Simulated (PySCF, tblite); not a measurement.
**5-hexenenitrile: dynamics, then NMR shifts on frames**

Aim: move 5-hexenenitrile (`C=CCCCC#N`) away from its starting geometry and see how NMR shifts follow the geometry.

Computed with tblite 0.8.0 and PySCF 2.14.0, with density-fitted response routines of our own, on a single molecule in the gas phase. Atoms are numbered from 0 throughout.

## (1) The starting structure

16 atoms, charge 0, multiplicity 1; geometry from: GFN2-xTB.

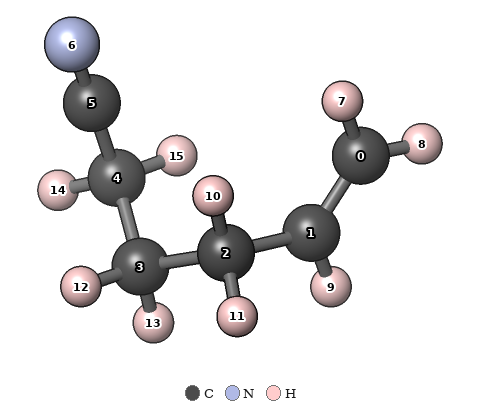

The starting geometry (carbon dark grey, nitrogen light blue, hydrogen pink), atoms numbered.

## (2) Thermal motion with GFN2-xTB

Job settings and geometry (Å):

```
{"job": {"kind": "md", "xc": "GFN2-xTB", "basis": "xTB", "temperature": 400, "steps": 2000, "every": 50, "frames": 5}, "charge": 0, "multiplicity": 1}
C     -1.857646     0.204249     1.253269
C     -1.408098    -0.540115     0.260674
C     -0.703942    -0.003325    -0.946092
C      0.716027    -0.565081    -1.069139
C      1.594356    -0.136908     0.113794
C      1.762321     1.293053     0.144326
N      1.889889     2.429062     0.154046
H     -1.747874     1.276697     1.248483
H     -2.358107    -0.219929     2.107522
H     -1.526469    -1.616842     0.286105
H     -0.660267     1.086393    -0.895751
H     -1.266856    -0.282679    -1.841285
H      1.165504    -0.214258    -2.000581
H      0.679342    -1.656303    -1.099853
H      2.583626    -0.597468     0.040280
H      1.130597    -0.447603     1.054703
```

With the program's defaults for keys left out, this is: GFN2-xTB Langevin dynamics, gas phase.

Command:

```
> OMP_NUM_THREADS=1 python probes_run.py task.json out
```

One launch serves the whole session: the jobs run in the order shown.

Output:

```text
t/fs     T/K      E/eV
    0.0   325.3   -552.03939
   25.0   179.9   -551.64060
   50.0   226.6   -551.62367
   75.0   308.9   -551.54998
  100.0   300.8   -551.50590
  125.0   286.1   -551.46033
  150.0   339.4   -551.52437
  175.0   289.4   -551.47568
  200.0   390.9   -551.53163
  225.0   353.6   -551.39914
  250.0   337.1   -551.31598
  275.0   414.5   -551.37819
  300.0   378.4   -551.25759
  325.0   357.0   -551.23690
  350.0   353.8   -551.36470
  375.0   386.3   -551.44947
  400.0   329.1   -551.30681
  425.0   391.9   -551.38650
  450.0   338.1   -551.32638
  475.0   393.3   -551.29092
  500.0   536.5   -551.29899
  525.0   451.9   -551.06365
  550.0   464.1   -551.29827
  575.0   399.8   -551.35325
  600.0   455.8   -551.27697
  625.0   427.9   -551.20080
  650.0   394.3   -551.32667
  675.0   341.9   -551.35520
  700.0   430.3   -551.53424
  725.0   306.4   -551.23041
  750.0   471.0   -551.42272
  775.0   484.4   -551.27539
  800.0   462.9   -550.98745
  825.0   546.7   -551.14856
  850.0   423.0   -551.16114
  875.0   430.3   -551.21401
  900.0   441.2   -551.16334
  925.0   449.1   -551.17178
  950.0   500.9   -551.39270
  975.0   452.0   -551.30715
 1000.0   415.8   -551.34244
```

Wall time 16 s (1 thread of Arm Neoverse N1, shared host); peak memory 0.18 GiB.

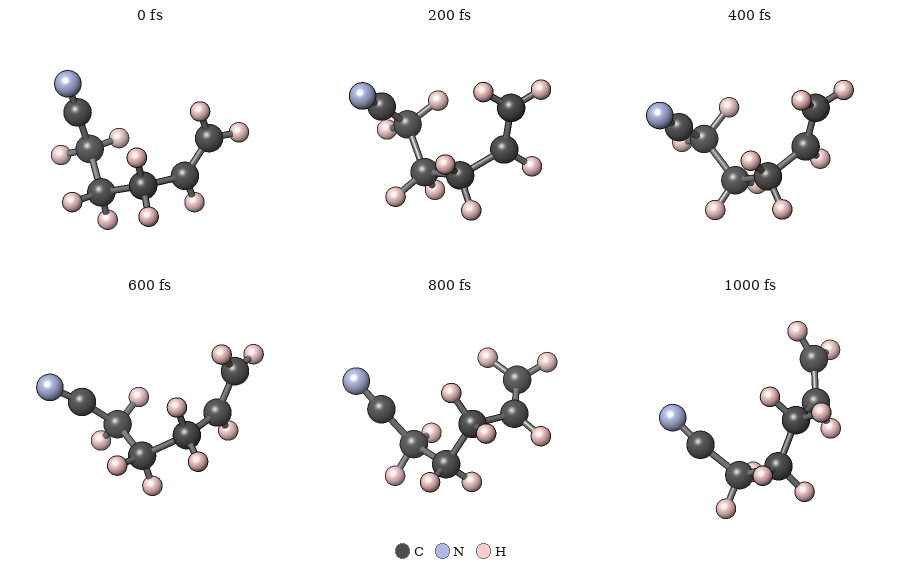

Frames of the run.

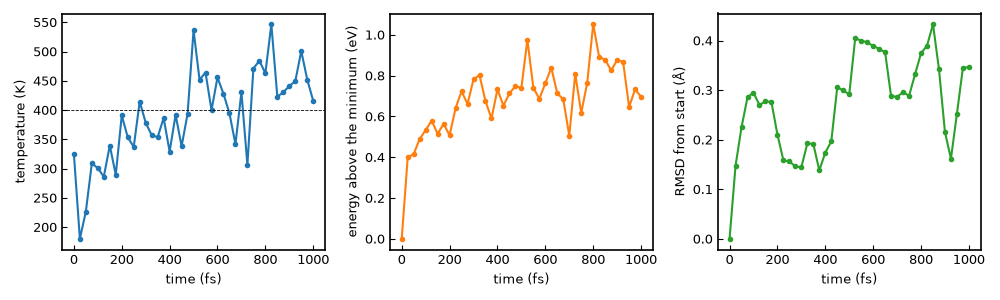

Temperature, potential energy and distance from the start.

Positions (Å) and forces (eV/Å) at 1000 fs:

```xyz
16

C    -0.804    1.024    3.466   -0.918   -2.684   -0.177
C    -1.289    0.401    2.375    0.875   -1.010    1.883
C    -1.384    0.976    1.015   -0.092    0.842    2.011
C    -1.182    0.067   -0.097    0.371   -2.759   -1.857
C     0.200   -0.632   -0.158    0.697   -0.088    2.045
C     1.324    0.295   -0.148   -0.637   -0.704    0.899
N     2.226    0.964    0.062    0.183    0.304   -0.349
H    -0.385    1.969    3.551    0.291    1.460   -0.412
H    -0.780    0.483    4.429   -0.090    0.223   -0.686
H    -1.550   -0.680    2.461   -0.099    0.957    0.065
H    -0.654    1.729    1.018    1.363    1.350   -0.398
H    -2.303    1.524    1.043   -1.080    0.105   -0.702
H    -1.214    0.582   -1.047   -0.701    0.224   -0.301
H    -1.879   -0.816   -0.068    0.069    0.985   -0.215
H     0.355   -1.283   -0.982   -0.357   -0.362   -1.157
H     0.296   -1.355    0.729    0.124    1.156   -0.648
```

## (3) Shielding tensors: 250 fs, PBE0/pcSseg-1

Job settings and geometry (Å):

```
{"job": {"kind": "nmr", "xc": "PBE0", "basis": "pcSseg-1", "pop": false}, "charge": 0, "multiplicity": 1}
C     -2.197400     0.896800     1.244700
C     -1.936600    -0.332200     0.856000
C     -1.254600    -0.617100    -0.528300
C      0.062000    -1.294500    -0.122600
C      0.915600    -0.325800     0.768800
C      1.247300     0.845300     0.002200
N      1.621800     1.775900    -0.586200
H     -2.258200     1.751600     0.666500
H     -2.805700     0.960700     2.171100
H     -1.894300    -1.139200     1.496800
H     -1.086900     0.249700    -1.175200
H     -1.891800    -1.290300    -1.037000
H      0.560800    -1.574400    -1.067700
H      0.020100    -2.260600     0.340300
H      1.804600    -0.851400     1.056400
H      0.363300    -0.130500     1.641700
```

With the program's defaults for keys left out, this is: GIAO PBE0/pcSseg-1 NMR shielding, non-relativistic, gas phase.

Output:

```text
coarse grid: 13160 points
cycle   1  E = -288.2461720077  dE =  7.738e-01  |g| = 4.788e-01  |ddm| = 3.526e+00
cycle   2  E = -288.1273670663  dE =  1.188e-01  |g| = 8.886e-01  |ddm| = 1.102e+00
cycle   3  E = -288.2994160126  dE = -1.720e-01  |g| = 1.770e-01  |ddm| = 7.162e-01
cycle   4  E = -288.3064831401  dE = -7.067e-03  |g| = 3.698e-02  |ddm| = 1.478e-01
cycle   5  E = -288.3067858190  dE = -3.027e-04  |g| = 8.124e-03  |ddm| = 3.692e-02
cycle   6  E = -288.3067995756  dE = -1.376e-05  |g| = 2.948e-03  |ddm| = 8.330e-03
cycle   7  E = -288.3068015253  dE = -1.950e-06  |g| = 9.336e-04  |ddm| = 2.694e-03
final grid: 126592 points
cycle   8  E = -288.3507505593  dE = -4.513e-05  |g| = 8.477e-03  |ddm| = 3.283e-02
cycle   9  E = -288.3507463304  dE =  4.229e-06  |g| = 9.441e-03  |ddm| = 1.535e-02
cycle  10  E = -288.3507687882  dE = -2.246e-05  |g| = 1.478e-03  |ddm| = 8.372e-03
cycle  11  E = -288.3507693089  dE = -5.207e-07  |g| = 3.820e-04  |ddm| = 1.380e-03
cycle  12  E = -288.3507693373  dE = -2.841e-08  |g| = 1.695e-04  |ddm| = 3.332e-04
cycle  13  E = -288.3507693423  dE = -4.970e-09  |g| = 7.663e-05  |ddm| = 1.432e-04
cycle  14  E = -288.3507693435  dE = -1.266e-09  |g| = 1.216e-05  |ddm| = 6.057e-05
cycle  15  E = -288.3507693436  dE = -3.297e-11  |g| = 2.824e-06  |ddm| = 1.174e-05
converged SCF energy = -288.3507693436

GIAO shielding tensors (ppm)
atom      isotropic    diamagn.    paramagn.     s11        s22        s33       span
  0 C       62.926     247.235    -184.309    -53.906     75.945    166.740    220.646
  1 C       33.056     261.949    -228.893    -92.198     44.102    147.264    239.461
  2 C      149.742     248.028     -98.285    138.463    142.389    168.375     29.912
  3 C      159.979     250.100     -90.121    147.761    154.812    177.364     29.603
  4 C      172.884     251.115     -78.231    159.000    169.852    189.799     30.799
  5 C       59.653     260.265    -200.612    -60.525    -53.301    292.786    353.311
  6 N      -43.833     340.177    -384.010   -227.401   -207.034    302.936    530.338
  7 H       26.477      31.609      -5.132     22.370     26.492     30.569      8.199
  8 H       26.017      26.339      -0.321     22.409     24.678     30.966      8.557
  9 H       26.459      33.846      -7.387     21.683     27.169     30.525      8.841
 10 H       29.058      32.375      -3.317     26.173     28.337     32.663      6.490
 11 H       30.115      31.149      -1.035     26.419     27.925     36.001      9.582
 12 H       29.659      31.644      -1.985     25.729     27.177     36.072     10.343
 13 H       30.683      32.336      -1.653     26.414     28.047     37.588     11.174
 14 H       30.052      29.361       0.691     24.700     28.279     37.178     12.477
 15 H       30.097      32.141      -2.044     25.799     29.591     34.900      9.101
```

Wall time 39 s (1 thread of Arm Neoverse N1, shared host); peak memory 0.74 GiB.

The references, computed at this level on geometries of the same kind, shield at (ppm): 1H TMS 31.72, 13C TMS 186.9, 15N NH3 267.7. Their shielding less the atom's gives the shift. The references are single molecules in the gas phase, so shifts against H2O, NH3, PH3, H3PO4 or CFCl3 are not on the usual liquid scales and can be off by tens of ppm. Each atom is listed at this fixed geometry, with no averaging over motion; a spectrum would average atoms that exchange fast.

```csv
atoms,environment,σ (ppm),δ (ppm)
C1,alkene CH,33.1,153.9
C5,nitrile carbon,59.7,127.3
C0,terminal =CH2 carbon,62.9,124.0
C2,allylic sp3 CH2,149.7,37.2
C3,sp3 CH2,160.0,26.9
C4,sp3 CH2 α to a nitrile,172.9,14.0
H8,hydrogen on a terminal =CH2 carbon,26.02,5.70
H9,hydrogen on an alkene CH,26.46,5.26
H7,hydrogen on a terminal =CH2 carbon,26.48,5.24
H10,hydrogen on an allylic sp3 CH2,29.06,2.66
H12,hydrogen on an sp3 CH2,29.66,2.06
H14,hydrogen on an sp3 CH2 α to a nitrile,30.05,1.66
H15,hydrogen on an sp3 CH2 α to a nitrile,30.10,1.62
H11,hydrogen on an allylic sp3 CH2,30.11,1.60
H13,hydrogen on an sp3 CH2,30.68,1.03
N6,nitrile nitrogen,-43.8,311.6
```

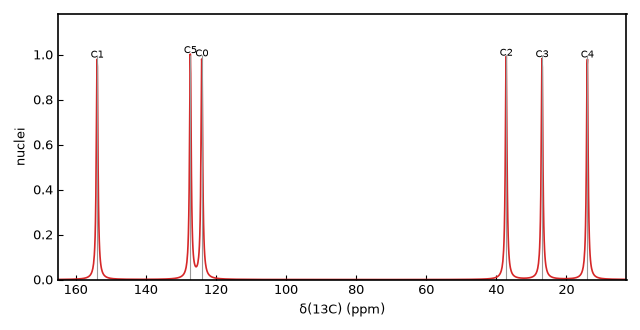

13C lines at the computed shifts, without couplings. Lines are broadened to a width of 0.56 ppm (Lorentzian).

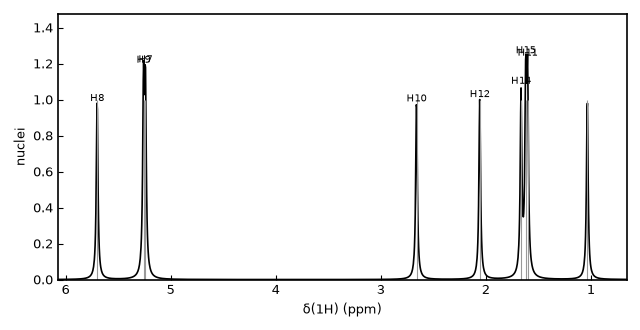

1H lines at the computed shifts, without couplings. Lines are broadened to a width of 0.02 ppm (Lorentzian).

The fields below are evaluated on a grid from the run's orbitals.

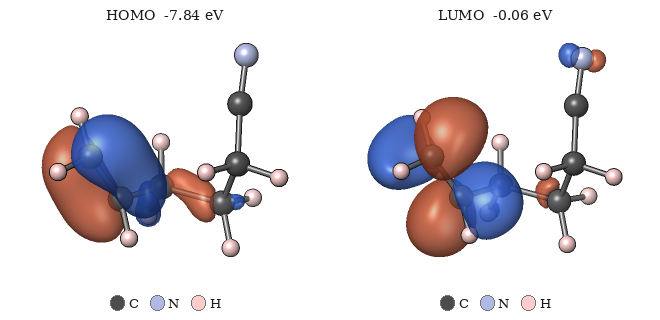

PBE0/pcSseg-1 orbitals near the gap, drawn at the value that encloses 70 % of each; the two colours are the two signs.

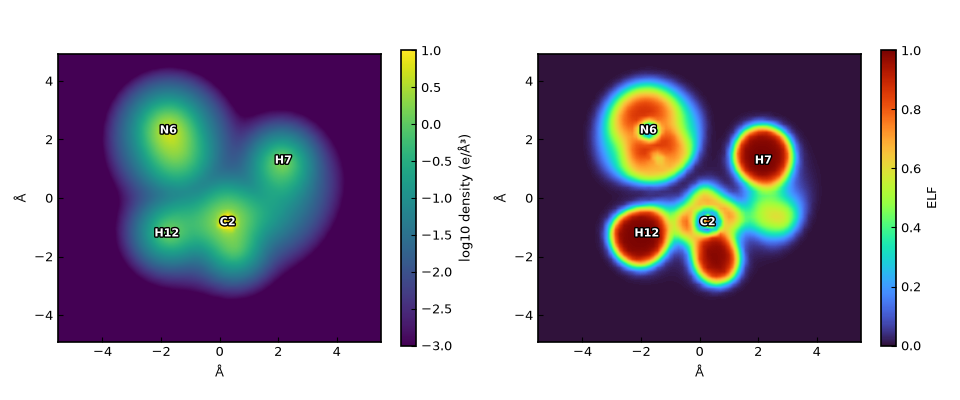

Density (left) and ELF (right) in a plane through or near 4 of the atoms.

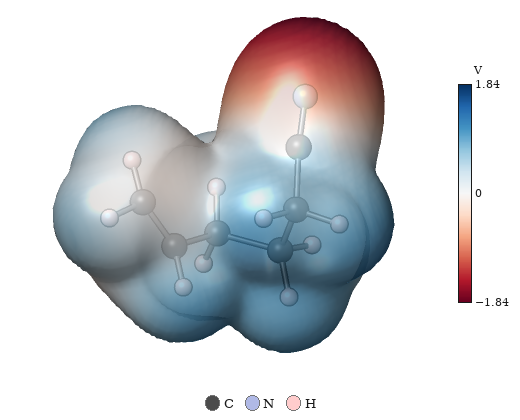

Electrostatic potential on the surface of density 0.002 e/bohr³; red is low, blue high. It runs, from the 1st to the 99th percentile, from -1.84 V near N6 to 1.19 V near H14.

## (4) NMR shieldings: 425 fs, PBE0/pcSseg-1

Job settings and geometry (Å):

```
{"job": {"kind": "nmr", "xc": "PBE0", "basis": "pcSseg-1", "pop": false}, "charge": 0, "multiplicity": 1}
C     -2.912200     0.742100     2.027100
C     -2.587000    -0.395600     1.444800
C     -1.869100    -0.694800     0.097200
C     -0.571800    -1.397700     0.313700
C      0.531100    -0.468600     0.938000
C      0.843000     0.610600    -0.024000
N      1.063600     1.579000    -0.532400
H     -2.626300     1.640000     1.583100
H     -3.394400     0.679600     2.980200
H     -2.837300    -1.353900     1.829200
H     -1.577600     0.257500    -0.380600
H     -2.629200    -1.326200    -0.358300
H     -0.175900    -1.885400    -0.615100
H     -0.736800    -2.238100     1.072000
H      1.415800    -1.086000     1.008700
H      0.211700    -0.095400     1.895500
```

Level: GIAO PBE0/pcSseg-1 NMR shielding, non-relativistic, gas phase.

Output:

```text
coarse grid: 13160 points
cycle   1  E = -288.2478743057  dE =  7.815e-01  |g| = 4.990e-01  |ddm| = 3.502e+00
cycle   2  E = -288.1391961210  dE =  1.087e-01  |g| = 8.768e-01  |ddm| = 1.087e+00
cycle   3  E = -288.3066420560  dE = -1.674e-01  |g| = 1.587e-01  |ddm| = 6.837e-01
cycle   4  E = -288.3123584234  dE = -5.716e-03  |g| = 3.208e-02  |ddm| = 1.304e-01
cycle   5  E = -288.3125881678  dE = -2.297e-04  |g| = 7.487e-03  |ddm| = 3.155e-02
cycle   6  E = -288.3126008473  dE = -1.268e-05  |g| = 1.845e-03  |ddm| = 7.342e-03
cycle   7  E = -288.3126016297  dE = -7.824e-07  |g| = 4.790e-04  |ddm| = 1.901e-03
final grid: 126592 points
cycle   8  E = -288.3557038904  dE = -3.937e-05  |g| = 7.191e-03  |ddm| = 2.703e-02
cycle   9  E = -288.3557029825  dE =  9.079e-07  |g| = 7.494e-03  |ddm| = 1.262e-02
cycle  10  E = -288.3557173739  dE = -1.439e-05  |g| = 1.120e-03  |ddm| = 6.548e-03
cycle  11  E = -288.3557176365  dE = -2.627e-07  |g| = 3.886e-04  |ddm| = 1.033e-03
cycle  12  E = -288.3557176660  dE = -2.946e-08  |g| = 1.284e-04  |ddm| = 2.918e-04
cycle  13  E = -288.3557176691  dE = -3.108e-09  |g| = 5.178e-05  |ddm| = 1.079e-04
cycle  14  E = -288.3557176697  dE = -6.243e-10  |g| = 8.791e-06  |ddm| = 4.455e-05
converged SCF energy = -288.3557176697

GIAO shielding tensors (ppm)
atom      isotropic    diamagn.    paramagn.     s11        s22        s33       span
  0 C       68.164     255.037    -186.873    -52.195     89.409    167.277    219.472
  1 C       32.435     259.510    -227.075    -82.304     33.746    145.863    228.166
  2 C      146.567     247.930    -101.364    131.037    144.914    163.749     32.712
  3 C      152.141     248.813     -96.672    147.718    153.150    155.557      7.839
  4 C      167.891     251.392     -83.501    150.972    169.775    182.925     31.953
  5 C       69.379     262.896    -193.517    -44.689    -38.755    291.580    336.270
  6 N      -33.672     341.710    -375.382   -209.223   -196.702    304.908    514.131
  7 H       26.482      33.450      -6.969     22.191     26.312     30.942      8.752
  8 H       26.061      26.982      -0.921     22.469     25.192     30.521      8.052
  9 H       26.097      31.220      -5.122     22.570     25.586     30.135      7.565
 10 H       28.639      32.110      -3.472     24.943     29.386     31.587      6.643
 11 H       28.991      30.466      -1.475     24.194     27.937     34.842     10.649
 12 H       29.079      31.026      -1.947     24.467     27.503     35.267     10.800
 13 H       29.214      30.551      -1.337     25.070     27.605     34.967      9.897
 14 H       29.642      30.281      -0.639     24.202     28.360     36.364     12.162
 15 H       29.328      31.699      -2.371     25.627     28.330     34.028      8.401
```

Run time: 29 s. Hardware: 1 thread of Arm Neoverse N1, shared host; peak memory 0.76 GiB.

This run: δ C1 154.5, C0 118.8, C5 117.5, C2 40.4, H8 5.66, H9 5.62 ppm.

## (5) NMR shieldings: 625 fs, PBE0/pcSseg-1

Job settings and geometry (Å):

```
{"job": {"kind": "nmr", "xc": "PBE0", "basis": "pcSseg-1", "pop": false}, "charge": 0, "multiplicity": 1}
C     -2.518400     0.296800     2.478800
C     -2.204500    -0.509300     1.520300
C     -1.914800    -0.069800     0.095500
C     -0.816300    -0.901900    -0.533100
C      0.448300    -0.766800     0.287700
C      1.398900     0.299800    -0.041500
N      1.973700     1.279600    -0.369300
H     -2.512800     1.345000     2.212100
H     -2.615200    -0.156500     3.483300
H     -2.230800    -1.548900     1.699000
H     -1.817500     1.041300     0.023800
H     -2.710000    -0.292300    -0.647100
H     -0.711900    -0.515900    -1.545900
H     -1.233600    -1.869800    -0.669100
H      1.040600    -1.722100     0.310900
H      0.216400    -0.623100     1.397300
```

With the program's defaults for keys left out, this is: GIAO PBE0/pcSseg-1 NMR shielding, non-relativistic, gas phase.

Output:

```text
coarse grid: 13160 points
cycle   1  E = -288.2446534255  dE =  7.437e-01  |g| = 5.033e-01  |ddm| = 3.515e+00
cycle   2  E = -288.0859028451  dE =  1.588e-01  |g| = 9.912e-01  |ddm| = 1.169e+00
cycle   3  E = -288.3035423594  dE = -2.176e-01  |g| = 1.870e-01  |ddm| = 7.823e-01
cycle   4  E = -288.3115580787  dE = -8.016e-03  |g| = 3.792e-02  |ddm| = 1.537e-01
cycle   5  E = -288.3118757251  dE = -3.176e-04  |g| = 1.026e-02  |ddm| = 4.134e-02
cycle   6  E = -288.3118982424  dE = -2.252e-05  |g| = 3.711e-03  |ddm| = 1.138e-02
cycle   7  E = -288.3119015510  dE = -3.309e-06  |g| = 9.538e-04  |ddm| = 3.514e-03
final grid: 126592 points
cycle   8  E = -288.3539731068  dE = -3.313e-05  |g| = 7.049e-03  |ddm| = 3.020e-02
cycle   9  E = -288.3539712284  dE =  1.878e-06  |g| = 7.649e-03  |ddm| = 1.246e-02
cycle  10  E = -288.3539862283  dE = -1.500e-05  |g| = 5.083e-04  |ddm| = 6.298e-03
cycle  11  E = -288.3539862752  dE = -4.682e-08  |g| = 2.601e-04  |ddm| = 5.175e-04
cycle  12  E = -288.3539862854  dE = -1.026e-08  |g| = 1.456e-04  |ddm| = 2.348e-04
cycle  13  E = -288.3539862899  dE = -4.486e-09  |g| = 2.578e-05  |ddm| = 1.116e-04
cycle  14  E = -288.3539862901  dE = -1.546e-10  |g| = 5.154e-06  |ddm| = 2.456e-05
converged SCF energy = -288.3539862901

GIAO shielding tensors (ppm)
atom      isotropic    diamagn.    paramagn.     s11        s22        s33       span
  0 C       58.021     257.382    -199.361    -69.682     89.918    153.826    223.508
  1 C       41.029     257.010    -215.981    -80.180     54.393    148.874    229.053
  2 C      145.944     247.151    -101.207    129.657    139.134    169.041     39.384
  3 C      161.702     249.098     -87.397    149.777    161.166    174.162     24.386
  4 C      167.855     250.389     -82.534    154.965    168.733    179.866     24.902
  5 C       53.928     262.244    -208.316    -69.297    -61.726    292.807    362.104
  6 N      -57.447     339.860    -397.307   -247.966   -220.636    296.259    544.225
  7 H       25.558      31.026      -5.468     21.179     25.017     30.478      9.299
  8 H       25.154      27.007      -1.853     21.276     24.153     30.032      8.756
  9 H       26.580      32.315      -5.735     23.541     26.371     29.826      6.285
 10 H       28.836      32.114      -3.277     25.851     28.281     32.377      6.526
 11 H       28.593      29.426      -0.833     23.409     27.664     34.707     11.298
 12 H       29.762      32.418      -2.656     25.913     28.144     35.229      9.316
 13 H       30.399      32.710      -2.311     25.413     28.992     36.792     11.379
 14 H       29.033      28.529       0.504     23.557     27.867     35.673     12.116
 15 H       28.005      30.527      -2.523     23.063     28.132     32.819      9.756
```

Run time: 29 s. Hardware: 1 thread of Arm Neoverse N1, shared host; peak memory 0.74 GiB.

In short: δ C1 145.9, C5 133.0, C0 128.9, C2 41.0, H8 6.56, H7 6.16 ppm.

(Part 1 of 2 ends here.)
